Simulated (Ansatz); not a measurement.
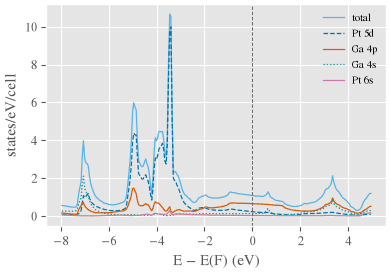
Figure: Total and projected density of states of Ga2Pt (fluorite or antifluorite type, Fm-3m), r²SCAN (plane waves, PAW; program Ansatz)

Q: Which orbitals carry the states next to the Fermi level?

A: Within 0.5 eV of the Fermi level: Ga 4p 60 %, Pt 5d 21 %, Ga 4s 12 %. Projections are on Löwdin-orthogonalised atomic valence shells; empty p or d shells of many metals are not among them.

Q: Where is the tallest occupied peak in this window, and what makes it?

A: Near -3.4 eV, about 11 states/eV per cell; the largest projected share is Pt 5d.

The workflow started from a Materials Project entry (that database holds measured and hypothetical structures alike); the Crystallography Open Database files this formula in space group No. 225, but the cells were not matched. Its standing as an ambient phase is unchecked. The r²SCAN relaxation kept the symmetry of its start; its stability against distortions is not shown here. No spin polarisation was allowed. Spin–orbit coupling is left out wherever it is not named.

Potentials: the later of the program's two PAW sets.
